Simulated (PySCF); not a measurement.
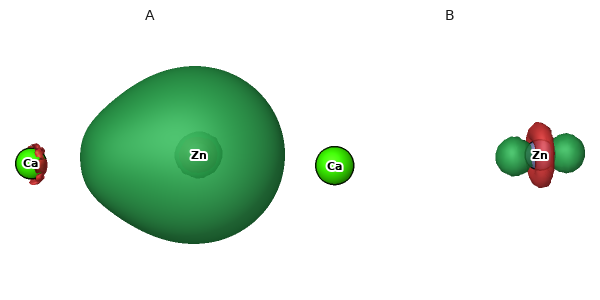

Figure. CaZn. Two frontier orbitals, each drawn at the value that holds 80 % of its norm (green and red are the two phases), in no order; of a degenerate pair one member is drawn.

Method: PySCF 2.14.0, PBE0/pcseg-1, non-relativistic, at a bond length of 3.791 Å.

Name the orbitals and rank them from lowest to highest energy.

Orbital B: σ, occupied, −13.39 eV; almost wholly on Zn.
Orbital A: σ, occupied, −6.88 eV; mainly on Zn (90 %).
